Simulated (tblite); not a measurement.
## Geometry relaxation of BSi$_{3}$NH$_{8}$O$_{3}$ (part 1 of 2)

System: BSi$_{3}$NH$_{8}$O$_{3}$, SMILES OB(O)O[Si]N([SiH3])[SiH3].
Method: GFN2-xTB geometry optimisation, gas phase (tblite 0.8.0).

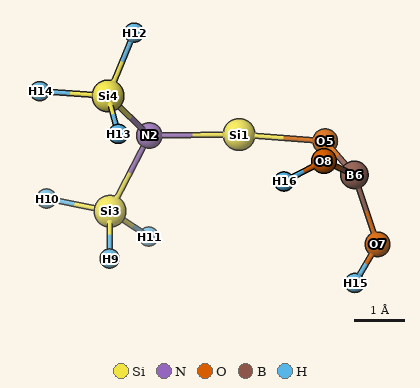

**Figure 1.** The structure as given in the input (ball-and-stick view, seen at a tilt; atoms are numbered from 1 in the order of the input). Bond lengths as drawn: B–O 1.47 to 1.50 Å, H–O 0.97 Å, H–Si 1.38 to 1.44 Å, N–Si 1.83 to 1.84 Å and O–Si 1.78 Å.

**Input**
```
{"job": {"kind": "relax", "xc": "GFN2-xTB", "basis": "xTB"}, "charge": 0, "multiplicity": 1}
Si    -0.107109     0.075210    -1.117191
N      0.426240    -1.446484    -0.258576
Si     1.985143    -2.218515    -0.840016
Si     0.182045    -1.459956     1.562867
O     -0.422920     1.700889    -1.770006
B      0.270953     2.923210    -1.335328
O      1.418545     3.382222    -2.192687
O      0.438085     3.114153     0.143649
H      3.092742    -1.504484    -0.270438
H      2.030468    -3.552756    -0.472815
H      2.036669    -2.098133    -2.265680
H     -1.142827    -1.105508     1.850918
H      1.070727    -0.538405     2.169591
H      0.436761    -2.768612     2.050509
H      2.348748     3.291190    -1.948408
H      1.123992     2.683398     0.679365
```

The first line tells a small driver script what to run in tblite; the rest is the geometry in Å.

Hardware: 1 CPU thread, shared host.

Launched with:
```bash
OMP_NUM_THREADS=1 python <driver script> task.json out
```

**Output**
```
step      E/eV     max force
  0    -699.02873    3.860
  1    -699.91570    3.023
  2    -700.91577    3.294
  3    -701.20565    2.262
  4    -701.70321    1.792
  5    -701.85688    1.421
  6    -702.15162    1.062
  7    -702.30165    1.211
  8    -702.49086    1.035
  9    -702.57038    1.036
 10    -702.72090    1.170
 11    -702.82741    1.060
 12    -702.91416    1.606
 13    -702.93810    1.630
 14    -702.99290    0.464
 15    -703.01408    0.401
 16    -703.06153    0.605
 17    -703.09453    0.750
 18    -703.13949    0.874
 19    -703.19681    0.611
 20    -703.23997    0.409
 21    -703.27347    0.483
 22    -703.26914    1.937
 23    -703.31965    0.439
 24    -703.33315    0.278
 25    -703.35021    0.240
 26    -703.35502    0.220
 27    -703.36422    0.178
 28    -703.36717    0.131
 29    -703.36868    0.094
 30    -703.36968    0.078
 31    -703.37051    0.071
 32    -703.37110    0.075
 33    -703.37161    0.066
 34    -703.37211    0.049
 35    -703.37264    0.069
 36    -703.37326    0.106
 37    -703.37401    0.122
 38    -703.37490    0.108
 39    -703.37584    0.070
 40    -703.37666    0.076
 41    -703.37730    0.077
 42    -703.37783    0.054
 43    -703.37834    0.044
 44    -703.37880    0.049
 45    -703.37916    0.053
 46    -703.37949    0.063
 47    -703.37987    0.060
 48    -703.38031    0.058
 49    -703.38068    0.056
 50    -703.38093    0.051
 51    -703.38116    0.037
 52    -703.38148    0.052
 53    -703.38191    0.057
 54    -703.38242    0.089
 55    -703.38297    0.099
 56    -703.38368    0.088
 57    -703.38481    0.113
 58    -703.38685    0.145
 59    -703.39012    0.197
 60    -703.39380    0.198
 61    -703.39805    0.192
 62    -703.40017    0.241
 63    -703.40228    0.353
 64    -703.40466    0.115
 65    -703.40637    0.142
 66    -703.40888    0.157
 67    -703.41270    0.247
 68    -703.41604    0.141
 69    -703.41745    0.155
 70    -703.41904    0.100
 71    -703.42002    0.050
 72    -703.42079    0.084
 73    -703.42148    0.118
 74    -703.42225    0.129
 75    -703.42297    0.098
 76    -703.42370    0.090
 77    -703.42449    0.062
 78    -703.42520    0.099
 79    -703.42570    0.058
 80    -703.42622    0.126
 81    -703.42694    0.063
 82    -703.42786    0.072
 83    -703.42928    0.091
 84    -703.43041    0.093
 85    -703.43154    0.118
 86    -703.43250    0.078
 87    -703.43317    0.169
 88    -703.43424    0.116
 89    -703.43542    0.133
 90    -703.43688    0.152
 91    -703.43819    0.166
 92    -703.43969    0.138
 93    -703.44161    0.133
 94    -703.44340    0.110
 95    -703.44443    0.132
 96    -703.44507    0.067
 97    -703.44561    0.088
 98    -703.44647    0.084
 99    -703.44790    0.092
100    -703.45056    0.143
101    -703.45198    0.108
102    -703.45297    0.044
103    -703.45334    0.052
104    -703.45365    0.045
105    -703.45410    0.060
106    -703.45477    0.060
107    -703.45573    0.062
108    -703.45616    0.054
109    -703.45651    0.043
110    -703.45684    0.045
111    -703.45725    0.046
112    -703.45768    0.049
113    -703.45808    0.049
114    -703.45842    0.038
115    -703.45869    0.035
116    -703.45891    0.044
117    -703.45910    0.038
118    -703.45928    0.042
119    -703.45949    0.040
120    -703.45970    0.039
121    -703.45999    0.036
122    -703.46031    0.045
123    -703.46063    0.043
124    -703.46092    0.043
125    -703.46122    0.053
126    -703.46154    0.062
127    -703.46190    0.053
128    -703.46223    0.056
129    -703.46261    0.056
130    -703.46306    0.051
131    -703.46373    0.080
132    -703.46445    0.085
133    -703.46527    0.089
134    -703.46594    0.063
135    -703.46671    0.097
136    -703.46743    0.070
137    -703.46828    0.096
138    -703.46895    0.070
139    -703.46946    0.077
140    -703.46988    0.053
141    -703.47025    0.044
142    -703.47078    0.040
143    -703.47119    0.048
144    -703.47156    0.049
145    -703.47180    0.042
146    -703.47198    0.040
147    -703.47213    0.032
148    -703.47225    0.024
149    -703.47235    0.022
150    -703.47244    0.024
151    -703.47255    0.031
152    -703.47266    0.029
153    -703.47273    0.015
154    -703.47275    0.012
155    -703.47277    0.013
156    -703.47279    0.017
157    -703.47283    0.022
158    -703.47288    0.022
159    -703.47295    0.022
160    -703.47302    0.022
161    -703.47311    0.025
162    -703.47324    0.030
163    -703.47342    0.033
164    -703.47360    0.044
165    -703.47377    0.042
166    -703.47392    0.031
167    -703.47413    0.032
168    -703.47439    0.040
169    -703.47470    0.045
170    -703.47500    0.046
171    -703.47533    0.042
172    -703.47575    0.052
173    -703.47613    0.107
174    -703.47683    0.086
175    -703.47755    0.100
176    -703.47884    0.136
177    -703.47964    0.085
178    -703.48058    0.101
179    -703.48139    0.159
180    -703.48239    0.126
181    -703.48357    0.087
182    -703.48549    0.076
183    -703.48791    0.138
184    -703.48895    0.131
185    -703.48929    0.193
186    -703.49136    0.168
187    -703.49268    0.115
188    -703.49443    0.097
189    -703.49693    0.125
190    -703.49819    0.102
191    -703.49930    0.176
192    -703.50029    0.162
193    -703.50194    0.108
194    -703.50301    0.090
195    -703.50449    0.122
196    -703.50520    0.112
197    -703.50622    0.094
198    -703.50731    0.072
199    -703.50788    0.103
200    -703.50883    0.063
201    -703.50883    0.063
202    -703.51793    0.100
203    -703.52007    0.106
204    -703.52183    0.101
205    -703.52404    0.127
206    -703.52401    0.232
207    -703.52515    0.328
208    -703.52456    0.212
209    -703.52944    0.153
210    -703.53155    0.165
211    -703.52854    0.367
212    -703.53176    0.372
213    -703.53282    0.295
214    -703.53650    0.166
215    -703.53769    0.298
216    -703.54047    0.140
217    -703.54152    0.127
218    -703.54288    0.129
219    -703.54271    0.213
220    -703.54386    0.097
221    -703.54160    0.222
222    -703.54474    0.170
223    -703.54081    0.267
224    -703.54577    0.054
225    -703.54581    0.117
226    -703.54671    0.099
227    -703.54753    0.116
228    -703.55038    0.121
229    -703.55251    0.240
230    -703.55414    0.240
231    -703.55708    0.243
232    -703.54527    0.429
233    -703.55476    0.349
234    -703.55977    0.152
235    -703.55551    0.456
236    -703.56012    0.269
237    -703.55994    0.278
238    -703.56279    0.040
239    -703.56292    0.067
240    -703.56319    0.050
241    -703.56329    0.048
242    -703.56352    0.032
243    -703.56364    0.032
244    -703.56374    0.024
245    -703.56387    0.025
246    -703.56392    0.014
247    -703.56395    0.014
248    -703.56396    0.006
```

**Trajectory as extended XYZ (Å, eV, eV/Å), 26 frames, from step=0 to step=248**
```
16
Properties=species:S:1:pos:R:3:forces:R:3 step=0 energy=-699.02873
Si   -0.1071    0.0752   -1.1172   -1.7710  -1.0460  -1.9440
N     0.4262   -1.4465   -0.2586    1.4390   1.6900   1.0990
Si    1.9851   -2.2185   -0.8400   -1.5410   1.8940   0.0230
Si    0.1820   -1.4600    1.5629    0.4730  -0.3730  -2.1290
O    -0.4229    1.7009   -1.7700    2.2760   1.6010   2.6740
B     0.2710    2.9232   -1.3353    2.8860  -2.2200   0.4310
O     1.4185    3.3822   -2.1927   -2.1260  -0.8590   0.9860
O     0.4381    3.1142    0.1436   -0.5270  -0.2980  -1.8090
H     3.0927   -1.5045   -0.2704    0.5640   0.3470   0.3460
H     2.0305   -3.5528   -0.4728   -0.0850  -1.8030   0.6500
H     2.0367   -2.0981   -2.2657   -0.1400   0.1690  -0.6010
H    -1.1428   -1.1055    1.8509   -1.3520   0.4280   0.0730
H     1.0707   -0.5384    2.1696    0.7970   0.7510   0.4790
H     0.4368   -2.7686    2.0505    0.2510  -0.8890   0.2100
H     2.3487    3.2912   -1.9484   -0.7940   0.2350   0.4340
H     1.1240    2.6834    0.6794   -0.3510   0.3700  -0.9220
16
Properties=species:S:1:pos:R:3:forces:R:3 step=10 energy=-702.72090
Si   -0.4862   -0.2632   -1.4137   -0.0430   0.4700  -0.0500
N     0.5646   -1.0645   -0.2648   -0.1030  -0.4250   0.1290
Si    1.8962   -2.0038   -0.8219    0.6140  -0.4960  -0.1450
Si    0.2264   -1.3258    1.4066   -0.1690   0.2990   0.6770
O     0.0371    1.2773   -1.3626   -0.2590   0.2480   0.1600
B     0.5856    2.4859   -1.1503    0.6740  -0.8450  -0.4480
O     1.3418    3.0064   -2.1564    0.4930   0.0320  -0.3100
O     0.5647    3.1525    0.0357   -0.0080   0.3440   0.5910
H     3.1423   -1.4928   -0.2484    0.0550   0.1730  -0.0020
H     1.8572   -3.4214   -0.4126   -0.1790   0.1500   0.0330
H     1.9065   -2.0039   -2.2703   -0.0570   0.1790  -0.2780
H    -1.1802   -1.0576    1.6953   -0.0570   0.2110  -0.1640
H     1.1275   -0.5026    2.2357   -0.0630   0.0900  -0.1140
H     0.4530   -2.6915    1.8547    0.0860  -0.2600  -0.1220
H     2.0713    3.5860   -1.8931   -0.7060  -0.0120  -0.1180
H     1.0806    2.7964    0.7518   -0.2770  -0.1560   0.1610
16
Properties=species:S:1:pos:R:3:forces:R:3 step=20 energy=-703.23997
Si   -0.4879   -0.2612   -1.3081    0.1060  -0.1110   0.1390
N     0.5252   -1.2481   -0.2493   -0.0570   0.1310  -0.0750
Si    1.9495   -2.0418   -0.8692   -0.2180  -0.0250   0.1440
Si    0.1951   -1.3333    1.4587    0.0210   0.1870  -0.1900
O     0.0663    1.2574   -1.2055    0.2380   0.0400   0.1780
B     0.7786    2.3868   -1.1095    0.2300   0.0860   0.0580
O     1.4746    2.8574   -2.1795   -0.2370   0.1230  -0.2330
O     0.8715    3.1550    0.0288    0.1060  -0.3210   0.1200
H     3.1585   -1.4048   -0.3222   -0.0200  -0.0900  -0.0110
H     1.8254   -3.4477   -0.4058    0.1600   0.3110  -0.2110
H     1.9144   -1.8763   -2.3256   -0.0250  -0.0860   0.0730
H    -1.2029   -0.8721    1.6152    0.2310  -0.1760   0.0040
H     1.0756   -0.3958    2.2045   -0.1100  -0.1970  -0.0570
H     0.4688   -2.7326    1.8354   -0.1390   0.2840   0.0840
H     1.8175    3.7444   -2.0390    0.0240  -0.2330   0.0070
H     0.7579    2.6900    0.8566   -0.3080   0.0760  -0.0300
16
Properties=species:S:1:pos:R:3:forces:R:3 step=30 energy=-703.36968
Si   -0.4904   -0.2400   -1.2948    0.0110  -0.0760   0.0140
N     0.5100   -1.2519   -0.2665    0.0270  -0.0440   0.0350
Si    1.9424   -2.0198   -0.8788    0.0030   0.0280  -0.0240
Si    0.1946   -1.2989    1.4377   -0.0040  -0.0110   0.0070
O     0.1601    1.2280   -1.1211   -0.0360   0.0110   0.0110
B     0.8449    2.3721   -1.0799    0.0430  -0.0030   0.0160
O     1.3907    2.8708   -2.2172    0.0190   0.0140  -0.0250
O     0.9980    3.0810    0.0807   -0.0390   0.0220   0.0000
H     3.1614   -1.4081   -0.3300   -0.0320   0.0120  -0.0180
H     1.8823   -3.4239   -0.4636    0.0250   0.0010  -0.0270
H     1.8977   -1.8830   -2.3353   -0.0200   0.0050   0.0110
H    -1.2000   -0.8798    1.6067    0.0000   0.0050  -0.0140
H     1.0743   -0.3985    2.2017   -0.0010   0.0100  -0.0320
H     0.4185   -2.6740    1.8876   -0.0310   0.0420   0.0120
H     1.8224    3.7148   -2.0871    0.0280  -0.0090  -0.0100
H     0.5816    2.6886    0.8457    0.0080  -0.0060   0.0440
16
Properties=species:S:1:pos:R:3:forces:R:3 step=40 energy=-703.37666
Si   -0.4777   -0.2610   -1.2914   -0.0210  -0.0360  -0.0100
N     0.5187   -1.2669   -0.2552   -0.0230  -0.0660  -0.0130
Si    1.9480   -2.0159   -0.8930    0.0210   0.0560  -0.0210
Si    0.1888   -1.2891    1.4451   -0.0010   0.0130  -0.0080
O     0.1612    1.2107   -1.1022   -0.0150   0.0240  -0.0140
B     0.8454    2.3565   -1.0670    0.0160   0.0150   0.0450
O     1.4053    2.8436   -2.2038   -0.0030  -0.0320   0.0000
O     0.9769    3.0786    0.0885   -0.0030   0.0170   0.0470
H     3.1548   -1.3730   -0.3526   -0.0150  -0.0190  -0.0340
H     1.9294   -3.4281   -0.5067    0.0070  -0.0020   0.0140
H     1.8642   -1.8669   -2.3477    0.0110   0.0030   0.0200
H    -1.2075   -0.8616    1.5860    0.0180   0.0190   0.0080
H     1.0792   -0.3704    2.1738   -0.0200  -0.0120   0.0150
H     0.3796   -2.6548    1.9337    0.0110   0.0270  -0.0020
H     1.8446    3.6858   -2.0883    0.0030  -0.0160   0.0270
H     0.5772    2.6899    0.8666    0.0130   0.0080  -0.0740
16
Properties=species:S:1:pos:R:3:forces:R:3 step=50 energy=-703.38093
Si   -0.4831   -0.2786   -1.2991    0.0030   0.0000   0.0030
N     0.5007   -1.3004   -0.2647    0.0120   0.0170   0.0070
Si    1.9503   -2.0034   -0.9108    0.0020   0.0020  -0.0010
Si    0.1837   -1.2732    1.4390    0.0020   0.0060   0.0030
O     0.1538    1.1909   -1.0686   -0.0080   0.0200  -0.0300
B     0.8474    2.3323   -1.0478    0.0080   0.0000   0.0190
O     1.4279    2.7988   -2.1835   -0.0260  -0.0440  -0.0070
O     0.9707    3.0745    0.0950    0.0090   0.0150   0.0250
H     3.1574   -1.3450   -0.3938   -0.0160   0.0160  -0.0030
H     1.9724   -3.4157   -0.5250   -0.0070  -0.0010   0.0130
H     1.8508   -1.8462   -2.3627    0.0050  -0.0110  -0.0040
H    -1.2054   -0.8212    1.5754    0.0040  -0.0020   0.0010
H     1.0716   -0.3506    2.1659    0.0050   0.0040  -0.0200
H     0.3674   -2.6247    1.9642    0.0080  -0.0060  -0.0190
H     1.8597    3.6452   -2.0696    0.0170  -0.0180   0.0140
H     0.5631    2.6948    0.8717   -0.0170   0.0020   0.0010
16
Properties=species:S:1:pos:R:3:forces:R:3 step=60 energy=-703.39380
Si   -0.5247   -0.3235   -1.3573   -0.0470   0.1170  -0.0570
N     0.4875   -1.2981   -0.3166   -0.0630   0.0020   0.0390
Si    1.9549   -1.9460   -0.9725    0.0640   0.0750   0.0350
Si    0.2032   -1.1883    1.3909    0.0290   0.0280   0.0540
O    -0.0351    1.1785   -0.9823    0.0240   0.1460   0.0040
B     0.7975    2.2268   -0.9489   -0.0190   0.0240  -0.0960
O     1.5041    2.5609   -2.0634   -0.0210  -0.1660   0.0060
O     0.9438    3.0194    0.1539   -0.0760  -0.0590   0.1730
H     3.1137   -1.1485   -0.5468    0.0200  -0.0400   0.0130
H     2.0662   -3.3153   -0.4767    0.0450  -0.0530   0.0070
H     1.8313   -1.8832   -2.4291   -0.0500  -0.0350  -0.0040
H    -1.1796   -0.7070    1.5639    0.1170  -0.0820  -0.0410
H     1.1171   -0.2449    2.0677   -0.0470  -0.0730  -0.0540
H     0.3986   -2.5388    1.9217   -0.0190   0.0550   0.0270
H     2.0679    3.3239   -1.9478   -0.0010   0.0550   0.0290
H     0.4417    2.7617    0.9289    0.0440   0.0060  -0.1350
16
Properties=species:S:1:pos:R:3:forces:R:3 step=70 energy=-703.41904
Si   -0.5747   -0.2801   -1.4388    0.0110  -0.0100   0.0450
N     0.4637   -1.2347   -0.3954    0.0150   0.0310  -0.0030
Si    1.9573   -1.8541   -1.0249   -0.0100  -0.0850   0.0210
Si    0.2516   -1.0936    1.3210   -0.0150  -0.0520   0.0290
O    -0.2619    1.2385   -0.9213   -0.0430  -0.0820  -0.0090
B     0.7380    2.1261   -0.8486    0.0340   0.0610   0.0250
O     1.6045    2.2301   -1.8910   -0.0100  -0.0490   0.0010
O     0.9073    2.9506    0.2273    0.0610  -0.0040  -0.0790
H     3.0801   -0.9697   -0.6914    0.0280   0.0090  -0.0270
H     2.1910   -3.1695   -0.4178   -0.0170   0.0510   0.0070
H     1.7669   -1.9699   -2.4677   -0.0110   0.0290  -0.0540
H    -1.1251   -0.6459    1.5325   -0.0600   0.0430   0.0020
H     1.1944   -0.1530    1.9427    0.0050   0.0140  -0.0050
H     0.4385   -2.4284    1.8888    0.0390  -0.0010  -0.0080
H     2.2636    2.9118   -1.7749    0.0570   0.0560   0.0140
H     0.2929    2.8192    0.9451   -0.0840  -0.0090   0.0410
16
Properties=species:S:1:pos:R:3:forces:R:3 step=80 energy=-703.42622
Si   -0.6024   -0.2760   -1.4525   -0.0210  -0.0170  -0.0110
N     0.4614   -1.2123   -0.4244   -0.0080   0.0000   0.0050
Si    1.9572   -1.8061   -1.0736    0.0050  -0.0030   0.0410
Si    0.2626   -1.0380    1.2915    0.0160  -0.0110   0.0140
O    -0.3388    1.2389   -0.8869    0.0030  -0.0150  -0.0340
B     0.7247    2.0510   -0.7820   -0.0010   0.0240  -0.0280
O     1.6634    2.0300   -1.7668   -0.0080  -0.0070   0.0340
O     0.8772    2.9107    0.2658    0.0860   0.0190  -0.0910
H     3.0652   -0.8729   -0.8235   -0.0060  -0.0100  -0.0340
H     2.2493   -3.0663   -0.3834   -0.0090   0.0050  -0.0340
H     1.7245   -1.9839   -2.5060   -0.0060  -0.0030   0.0000
H    -1.1137   -0.5780    1.5115    0.0270  -0.0230   0.0060
H     1.2213   -0.0882    1.8738   -0.0160   0.0230   0.0150
H     0.4810   -2.3625    1.8701   -0.0050  -0.0100   0.0130
H     2.3652    2.6694   -1.6530    0.0260   0.0200   0.0330
H     0.1899    2.8617    0.9250   -0.0830   0.0100   0.0710
16
Properties=species:S:1:pos:R:3:forces:R:3 step=90 energy=-703.43688
Si   -0.6520   -0.2828   -1.4525    0.0250   0.0040   0.0200
N     0.4605   -1.1750   -0.4335    0.0120   0.0120  -0.0020
Si    1.9459   -1.7519   -1.1243   -0.0080  -0.0140   0.0320
Si    0.3002   -0.9967    1.2857   -0.0260   0.0090  -0.0140
O    -0.3939    1.2581   -0.9539   -0.0370  -0.0410   0.0080
B     0.7097    1.9975   -0.7513   -0.0160   0.0060   0.0160
O     1.7562    1.8427   -1.6021    0.1400   0.0540  -0.0240
O     0.8138    2.9037    0.2617    0.0240  -0.0050  -0.0080
H     3.0640   -0.8052   -1.0102   -0.0480  -0.0050   0.0220
H     2.2822   -2.9676   -0.3775    0.0200  -0.0080  -0.0320
H     1.6468   -2.0143   -2.5301   -0.0240  -0.0140  -0.0360
H    -1.0873   -0.5769    1.5190    0.0110  -0.0090   0.0240
H     1.2294   -0.0018    1.8431   -0.0130  -0.0270   0.0050
H     0.5483   -2.3132    1.8742    0.0270   0.0320  -0.0020
H     2.4981    2.4199   -1.4173   -0.0310  -0.0160  -0.0040
H     0.0664    2.9410    0.8549   -0.0550   0.0220  -0.0060
```
